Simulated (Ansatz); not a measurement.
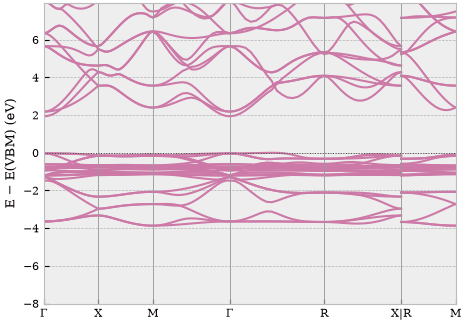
Fig. 1. Band structure from PBE in the plane-wave PAW code Ansatz

Q: Read off the gap and where the band edges lie.

A: About 1.9 eV (1.93 eV by a search for the band edges); maximum on the Γ–R line, 46 % of the way from Γ, minimum at Γ.

The material is Cu2Te in space group Pn-3m (No. 224; Cu on 4c, Te on 2a).

A made-up cell: these elements were put on the sites of a structure type; neither database checked (COD, Materials Project) lists it. Whether it is the stable phase at ambient conditions was not checked. The cell was relaxed with PBE under the symmetry of its start; whether a distortion lowers the energy is not shown. No spin polarisation was allowed. Spin–orbit coupling is left out wherever it is not named.

Potentials: the later of the program's two PAW sets.
